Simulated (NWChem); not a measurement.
**BH2BrF− (SMILES F[BH2-]Br): levels of theory compared**

We compute a comparison of 4 runs (HF/STO-3G, HF/3-21G, B3LYP/6-31G*) of BH2BrF−. 

The results are computed with NWChem 7.3.0.

### 1 The system as given

BH2BrF− has 5 atoms, charge -1, and is taken as a singlet. As SMILES, `F[BH2-]Br`. The coordinates come from a GFN2-xTB relaxation.

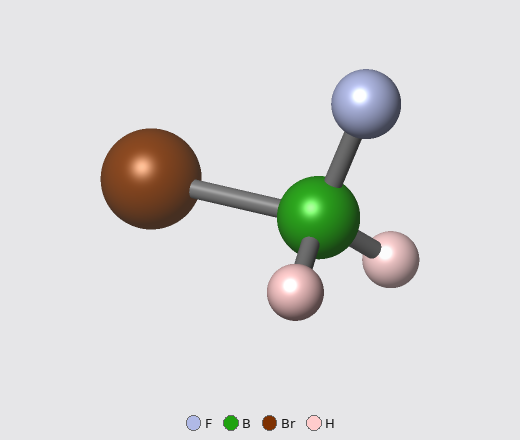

Viewed from a chosen angle; fluorine light blue, boron green, bromine brown, hydrogen pink.

### 2 Energy and gradient at HF/STO-3G (run 1)

The input, nw.nw:

```
start nw
title "BBrFH2"
memory total 2200 mb
charge -1

geometry units angstroms noautosym nocenter noautoz
  F    -0.683800   -0.270840    1.225160
  B    -0.162710    0.075960   -0.027450
  Br    1.752980   -0.621580   -0.142400
  H    -0.113890    1.281320   -0.144390
  H    -0.792580   -0.464860   -0.910920
end

basis spherical bse
  * library STO-3G
end

scf
  thresh 1e-08
  maxiter 80
end

task scf gradient
```

Command:

```console
nwchem nw.nw > nw.out
```

The log of the run:

```text
[...]
  functions       =    30
[...]
  wavefunction    = RHF
[...]
         Total SCF energy =  -2668.231067718829
      One-electron energy =  -4039.752493549308
      Two-electron energy =   1227.011112602728
 Nuclear repulsion energy =    144.510313227752
        Time for solution =      0.8s
[...]
                         RHF ENERGY GRADIENTS
    atom               coordinates                        gradient
                 x          y          z           x          y          z
   1 F      -1.292195  -0.511813   2.315217   -0.003881  -0.003082   0.010491
   2 B      -0.307477   0.143544  -0.051873    0.027061  -0.006370  -0.008709
   3 Br      3.312652  -1.174616  -0.269097   -0.012354   0.003327   0.003087
   4 H      -0.215221   2.421344  -0.272858    0.000409   0.018288   0.004308
   5 H      -1.497759  -0.878458  -1.721389   -0.011236  -0.012164  -0.009177
[...]
```

Run time: 1.8 s. Hardware: 1 thread of Intel Xeon 6975P-C (Granite Rapids), shared host; peak memory 0.099 GiB.

### 3 Energy and gradient at HF/3-21G (run 2)

The input, run.py:

```python
from ase import Atoms
from ase.calculators.nwchem import NWChem

system = Atoms(['F', 'B', 'Br', 'H', 'H'], positions=[
    [-0.683800, -0.270840, 1.225160],
    [-0.162710, 0.075960, -0.027450],
    [1.752980, -0.621580, -0.142400],
    [-0.113890, 1.281320, -0.144390],
    [-0.792580, -0.464860, -0.910920],
])

calc = NWChem(
    label='sp',
    theory='scf',
    memory='2200 mb',
    basis='3-21G',
    basispar='spherical bse',
    charge=-1,
    scf={'nopen': '0', 'rhf': None, 'thresh': '1e-08', 'maxiter': '80'},
)
system.calc = calc

forces = system.get_forces()
print("Total energy (eV):", round(system.get_potential_energy(), 6))
print("forces (eV/A):")
for s, f in zip(system.symbols, forces):
    print(f"{s:2s} {f[0]:10.5f} {f[1]:10.5f} {f[2]:10.5f}")
print("dipole (e A):", system.get_dipole_moment().round(4))
```

Command:

```console
export ASE_NWCHEM_COMMAND="nwchem PREFIX.nwi > PREFIX.nwo"
python run.py
```

The log of the run:

```text
Total energy (eV): -73056.177321
forces (eV/A):
F    -0.34838   -0.25007    0.87865
B    -2.15520    0.85643   -0.06772
Br    2.09468   -0.68201   -0.29691
H     0.20836    0.03857   -0.25912
H     0.20060    0.03702   -0.25490
dipole (e A): [-0.542   0.2836 -0.1634]
```

The calculator wrote sp.nwi:

```
title "sp"

permanent_dir sp

scratch_dir sp

start sp

geometry units angstrom nocenter noautosym noautoz
  F  -6.8379999999999996e-01 -2.7084000000000003e-01 1.2251600000000000e+00
  B  -1.6270999999999999e-01 7.5960000000000000e-02 -2.7449999999999999e-02
  Br 1.7529800000000000e+00 -6.2158000000000002e-01 -1.4240000000000000e-01
  H  -1.1389000000000001e-01 1.2813200000000000e+00 -1.4438999999999999e-01
  H  -7.9257999999999995e-01 -4.6486000000000000e-01 -9.1091999999999995e-01
end

charge -1

memory 2200 mb

basis spherical bse noprint
   * library 3-21G
end

scf
  nopen 0
  rhf
  thresh 1e-08
  maxiter 80
end

task scf gradient
```

sp.nwo:

```text
Northwest Computational Chemistry Package (NWChem) 7.3.0
             --------------------------------------------------------

           Job information
           ---------------

    nwchem branch   = 7.3.0
    use scalapack   = T
    input           = sp.nwi
    prefix          = sp.
    data base       = sp/sp.db
    status          = startup
    nproc           =        1

           Memory information
           ------------------

[... 5 lines left out ...]
    hardfail = no
[... 130 lines left out ...]
         Quadratically convergent ROHF
[... 15 lines left out ...]
       Final RHF  results
[... 4 lines left out ...]
      Two-electron energy =   1215.530342771962
[... 45 lines left out ...]
                       ROHF Final Molecular Orbital Analysis
[... 215 lines left out ...]
                 ----------------------------------------
                 |  Time  |  1-e(secs)   |  2-e(secs)   |
                 ----------------------------------------
                 |  CPU   |       0.00   |       0.50   |
                 ----------------------------------------
                 |  WALL  |       0.00   |       0.50   |
                 ----------------------------------------

 Task  times  cpu:        1.8s     wall:        1.8s
 Total times  cpu:        1.8s     wall:        1.8s
```

Wall time 2.7 s (1 thread of Intel Xeon 6975P-C (Granite Rapids), shared host); peak memory 0.1 GiB.

Run 3 isn't shown in full; the table further down has it.

### 4 Energy and forces at B3LYP/6-31G(d) (Cartesian functions) (run 4)

The input, bbrfh2.nw:

```
echo
START bbrfh2
TITLE "BBrFH2"
memory stack 880 mb heap 220 mb global 1100 mb
charge -1

GEOMETRY units au noautosym nocenter noautoz
 F   -1.29219472  -0.51181342   2.31521686
 B   -0.30747734   0.14354360  -0.05187298
 Br   3.31265210  -1.17461596  -0.26909700
 H   -0.21522091   2.42134388  -0.27285756
 H   -1.49775913  -0.87845809  -1.72138932
END

BASIS cartesian
 * library 6-31G*
END

DFT
 xc b3lyp
 grid xfine
 convergence energy 1e-08
 maxiter 100
 mulliken
 print medium
END

TASK dft gradient
```

Command:

```console
nwchem bbrfh2.nw > bbrfh2.out
```

The log of the run:

```text
[...]
          Wavefunction type:  closed shell.
          No. of atoms     :     5
          No. of electrons :    52
[...]
          Charge           :    -1
          Spin multiplicity:     1
[...]
          AO basis - number of functions:    69
[...]
              XC Information
              --------------
                         B3LYP Method XC Potential
                     Hartree-Fock (Exact) Exchange  0.200
                        Slater Exchange Functional  0.800 local
                    Becke 1988 Exchange Functional  0.720 non-local
              Lee-Yang-Parr Correlation Functional  0.810
                  VWN I RPA Correlation Functional  0.190 local
[...]
 d= 0,ls=0.0,diis     1  -2699.5147214383 -2.84D+03  4.27D-02  1.12D+01     1.6
[...]
 d= 0,ls=0.0,diis    10  -2699.9096862691 -4.96D-10  2.05D-07  4.59D-10    11.8
         Total DFT energy =    -2699.909686269086
      One electron energy =    -4056.121352889226
           Coulomb energy =     1318.609449398690
    Exchange-Corr. energy =     -106.908085682980
 Nuclear repulsion energy =      144.510302904430
[...]
  wavefunction    = closed shell
                         DFT ENERGY GRADIENTS
    atom               coordinates                        gradient
                 x          y          z           x          y          z
   1 F      -1.292195  -0.511813   2.315217    0.001549   0.003366  -0.009035
   2 B      -0.307477   0.143544  -0.051873    0.031136  -0.009630  -0.005171
   3 Br      3.312652  -1.174616  -0.269097   -0.027435   0.009216   0.003203
   4 H      -0.215221   2.421344  -0.272858   -0.004089  -0.005099   0.003955
   5 H      -1.497759  -0.878458  -1.721389   -0.001160   0.002148   0.007047
[...]
```

Run time: 17 s. Hardware: 1 thread of Intel Xeon 6975P-C (Granite Rapids), shared host; peak memory 0.13 GiB.

### 5 All runs side by side

| run | level | iteration cap | module | energy (Eh) | HOMO energy (eV) | LUMO energy (eV) | HOMO–LUMO gap (eV) | wall time |
| --- | --- | --- | --- | --- | --- | --- | --- | --- |
| 1 | HF/STO-3G | 80 | scf | -2668.231068 | -0.93 | 20.11 | 21.05 | 1.8 s |
| 2 | HF/3-21G | 80 | scf | -2684.765019 | -4.35 | 12.63 | 16.98 | 2.7 s |
| 3 | B3LYP/6-31G* (spherical functions) | 100 | dft | -2699.899108 | – | – | – | 16 s |
| 4 | B3LYP/6-31G* (Cartesian functions) | 100 | dft | -2699.909686 | -1.24 | 7.67 | 8.91 | 17 s |

### 6 Summary of results

```
                                                    quantity           value
                                         run 4: total energy  -2699.90969 Eh
                                          run 4: HOMO energy        -1.24 eV
                                          run 4: LUMO energy         7.67 eV
run 4: HOMO–LUMO gap (to an unbound level, set by the basis)         8.91 eV
                             run 4: largest force on an atom      1.697 eV/Å
```

Over runs 1, 2, 4 the HOMO–LUMO gap runs from 8.91 eV (B3LYP/6-31G*) to 21.05 eV (HF/STO-3G). The two ends differ in method and basis. The empty levels of an anion lie above zero and hang on the basis. In run 1 the basis is minimal, so the values are rough. All runs together took 38 s, the longest 17 s.
